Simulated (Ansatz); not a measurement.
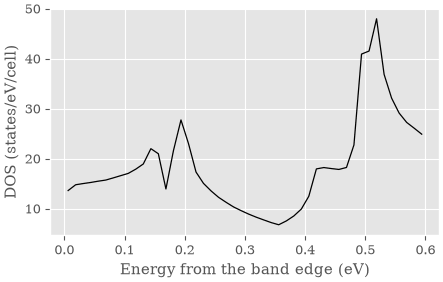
Density of states of CaZrF6 (Fm-3m) below the valence band maximum, PBEsol, rigid bands (Ansatz, a program for electronic structure); cell volume 154.1 Å³.

Problem. What effective density of states at 300 K does this give (∫ g(E) exp(−E/k_BT) dE, both spins, divided by the cell's size)?

Solution. 2.5e21 cm⁻³, a density-of-states mass of 21 mₑ, valleys and band degeneracy included.

Spin-orbit coupling is left out; where it splits the top of the valence band, N_v and the p-type Seebeck coefficient come out somewhat high without it. Geometry: cell and atoms relaxed with PBEsol.

Computed structure with no diffraction record at hand here (it may be known, metastable or hypothetical): CaZrF6 (Fm-3m).
